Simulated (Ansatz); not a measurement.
# Single-point calculation of CH$_{6}$AlNSi

System: CH$_{6}$AlNSi, SMILES C[SiH]1[NH][AlH]1.
Method: RKS wB97M-V/def2-QZVPP (Ansatz 0.2.0).

The geometry comes from this level: PBE0-D4/def2-TZVP.

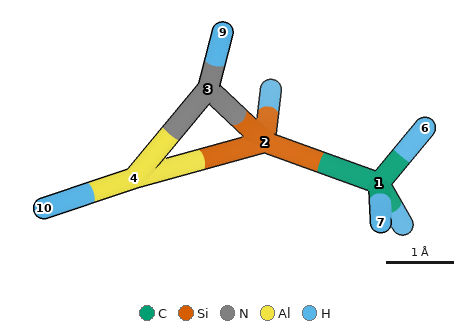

*The structure (stick view, seen at a tilt; atoms are numbered from 1 in the order of the input). Sticks mark near contacts.*

Summary

- outcome: converged
- total energy: −17099.4697 eV
- SCF solution under orbital rotations: stable
- HOMO: −8.18 eV
- LUMO: 0.39 eV
- hardware: 2 threads of Arm Neoverse V2, 23 GiB of memory available, shared host
- wall time: 25 s (CPU time 48 s)
- peak memory: 1.6 GiB

The input
```yaml
crystal:
  periodic: [false, false, false]
  atoms:
    - {symbol: C, position_ang: [-1.630855, 0.260847, -0.357983]}
    - {symbol: Si, position_ang: [-0.001103, -0.638207, -0.150364]}
    - {symbol: N, position_ang: [1.158135, 0.051937, 0.981214]}
    - {symbol: Al, position_ang: [2.133650, 0.155742, -0.501475]}
    - {symbol: H, position_ang: [-2.188659, -0.158556, -1.200090]}
    - {symbol: H, position_ang: [-2.248134, 0.142718, 0.538310]}
    - {symbol: H, position_ang: [-1.482648, 1.326794, -0.539177]}
    - {symbol: H, position_ang: [-0.336030, -2.076446, 0.092303]}
    - {symbol: H, position_ang: [1.093461, 0.196982, 1.977779]}
    - {symbol: H, position_ang: [3.585182, 0.687089, -0.837517]}
basis:
  gaussian: {orbitals: "def2-QZVPP.json"}
hamiltonian: {xc: {name: wB97M-V}}
output: {orbitals: {seedname: orbitals}}
```

Run as:
```bash
ansatz run in.yaml --threads 2 --pin off --events-out ev --progress --plain --max-ram 4352MiB
```

Output
```
Functional definition: wB97M-V
  name "wB97M-V"
  cite "Mardirossian & Head-Gordon, J. Chem. Phys. 144, 214110 (2016) doi:10.1063/1.4952647"
  cite "Becke, J. Chem. Phys. 107, 8554 (1997) doi:10.1063/1.475007"
  cite "Vydrov & Van Voorhis, J. Chem. Phys. 133, 244103 (2010) doi:10.1063/1.3521275"
  # Of w^i u^j: cxij and so on, Table III.
  parameter omega = 0.3/bohr
  parameter cx = 0.15
  parameter cx01 = 1.007
  parameter cx10 = 0.259
  parameter css00 = 0.443
  parameter css04 = -1.437
  parameter css10 = -4.535
  parameter css20 = -3.390
  parameter css43 = 4.278
  parameter cos00 = 1.000
  parameter cos10 = 1.358
  parameter cos20 = 2.924
  parameter cos21 = -8.812
  parameter cos60 = -1.390
  parameter cos61 = 9.142
  parameter b = 6.0
  parameter c = 0.01
  gx(w, u) = 1 - cx + cx01*u + cx10*w
  gss(w, u) = css00 + css04*u^4 + css10*w + css20*w^2 + css43*w^4*u^3
  gos(w, u) = cos00 + cos10*w + (cos20 + cos21*u)*w^2 + (cos60 + cos61*u)*w^6
  exchange = spin_sum(e_x_unif_sr(omega)*gx(b97_w, b97_u_x)) + cx*exact_x_sr(omega) + exact_x_lr(omega)
  correlation = spin_sum(e_c_pw_mod_same_spin*gss(b97_w, b97_u_same))
      + integral(e_c_pw_mod_opposite_spin*gos(b97_w_opposite, b97_u_opposite)) + vv10(b, c)
1445 factors; their error is unknown
390 factors; integrals over basis functions are off by at most 1.5e-5 eV
mean field evaluation 1: about -17089.0692 eV, gradient 7.1e1 eV
mean field evaluation 2: about -17084.2108 eV, gradient 8.2e1 eV
mean field evaluation 4: about -17099.4202 eV, gradient 4.1e0 eV
mean field evaluation 8: about -17099.4671 eV, gradient 6.8e-2 eV
mean field evaluation 16: about -17099.4696 eV, gradient 8.2e-5 eV
mean field -17099.46962365 eV, -628.3939182324 hartree, gradient 8.2e-5 eV, S^2 0.000000; 0 other end points of the search recorded, 0 dependent functions left out
reference -17099.46969930 eV, -628.3939210123 hartree; 23, 23 occupied and 411, 411 virtual orbitals, 1445 factors
Total energy: -17099.46969930 eV, -628.3939210123 hartree
```

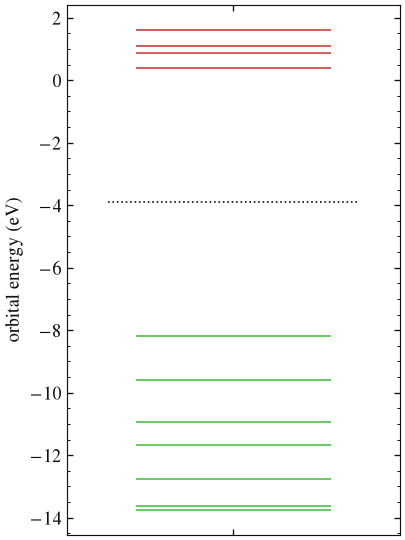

*Orbital energies near the frontier; the dotted line parts filled from empty levels, and levels within 0.02 eV of each other stand side by side.*

Highest filled −8.18 eV, lowest empty 0.39 eV, 8.57 eV apart.
